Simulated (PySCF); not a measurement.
# H2S2 (SMILES SS) at CISD/STO-3G

Aim: the vertical ionisation energy of H2S2 at CISD/STO-3G, from 2 runs. Input form: a Python script.

The calculation is run with PySCF 2.14.0.

11 further runs of the same task are left out: 11 set aside as unsound or not needed.

## 1. The molecule

H2S2: 4 atoms, total charge 0, spin state singlet. As SMILES, `SS`. The shape is that of a PBE0-D4/def2-TZVP optimisation.

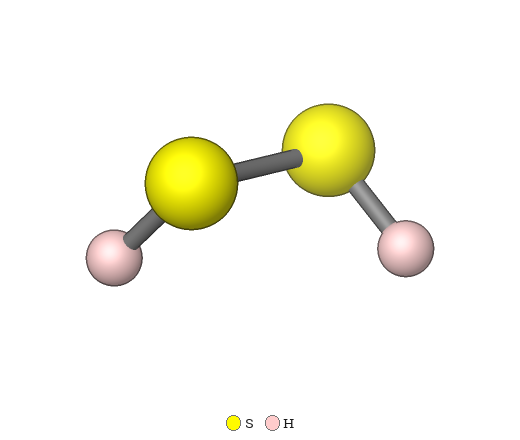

The structure, seen from a chosen angle (sulfur yellow, hydrogen pink).

## 2. A single-point energy at CISD/STO-3G

input.xyz reads:

```xyz
4
H2S2
S      0.784480    -0.789210     0.166690
S      0.060220     1.121560     0.067360
H     -0.225420    -1.352590     0.856880
H     -0.619290     1.020250    -1.090950
```

run.py reads:

```python
# SS
from pyscf import gto, scf, ci

system = gto.Mole()
system.atom = 'input.xyz'
system.spin = 0
system.max_memory = 1860
system.verbose = 3
system.basis = 'sto-3g'
system.charge = 0
system.build()

hf = scf.RHF(system)
hf.conv_tol = 1e-10
hf.kernel()
if not hf.converged:
    hf = hf.newton().run(hf.mo_coeff, hf.mo_occ)

cisd = ci.CISD(hf, frozen=10)
cisd.kernel()
e_final = cisd.e_tot
print('Final energy', e_final)
```

Command:

```console
OMP_NUM_THREADS=1 python run.py
```

The program printed:

```text
converged SCF energy = -787.490467232047
E(RCISD) = -787.5571545645115  E_corr = -0.06668733246457062
Final energy -787.5571545645115
```

Run time: 0.77 s. Hardware: 1 thread of Arm Neoverse V1, shared host; peak memory 0.1 GiB.

## 3. The doublet cation, same level

input.py reads:

```python
from pyscf import gto, scf, ci

mol = gto.Mole()
mol.atom = '''
S    0.784480  -0.789210   0.166690
S    0.060220   1.121560   0.067360
H   -0.225420  -1.352590   0.856880
H   -0.619290   1.020250  -1.090950
'''
mol.verbose = 3
mol.max_memory = 1860
mol.charge = 1
mol.spin = 1
mol.basis = 'sto-3g'
mol.build()

mf = scf.UHF(mol)
mf.conv_tol = 1e-10
mf.kernel()
if not mf.converged:
    mf = mf.newton().run(mf.mo_coeff, mf.mo_occ)

cisd = ci.CISD(mf, frozen=10)
cisd.kernel()
e_tot = cisd.e_tot
print('Final energy', e_tot)
```

Command:

```console
OMP_NUM_THREADS=1 python input.py
```

The program printed:

```text
converged SCF energy = -787.236237404564  <S^2> = 0.81382193  2S+1 = 2.0628349
E(UCISD) = -787.3214370652533  E_corr = -0.08519966068953252
Final energy -787.3214370652533
```

Run time: 0.87 s. Hardware: 1 thread of Arm Neoverse V1, shared host; peak memory 0.1 GiB.

## 4. Outcome

Level: CISD/STO-3G, 10 core orbitals frozen.

```
                                                                  quantity          value
                                                singlet H2S2: total energy  -787.55715 Eh
                        singlet H2S2: dipole moment (Hartree–Fock density)         1.13 D
                         singlet H2S2: HOMO energy (Hartree–Fock orbitals)       -7.41 eV
                         singlet H2S2: LUMO energy (Hartree–Fock orbitals)        9.33 eV
                       singlet H2S2: HOMO–LUMO gap (Hartree–Fock orbitals)       16.74 eV
                singlet H2S2: correlation energy (10 core orbitals frozen)      -66.7 mEh
                                              doublet cation: total energy  -787.32144 Eh
doublet cation: HOMO energy (Hartree–Fock orbitals) (highest over α and β)      -14.53 eV
 doublet cation: LUMO energy (Hartree–Fock orbitals) (lowest over α and β)       -6.28 eV
              doublet cation: correlation energy (10 core orbitals frozen)      -85.2 mEh
                         doublet cation: ⟨S²⟩ of the reference determinant          0.814
                        vertical ionisation energy (to the doublet cation)       6.414 eV
```

What this shows: The vertical ionisation energy comes to 6.41 eV (619 kJ/mol). In a minimal basis such a difference can be off by several eV, whatever the method.
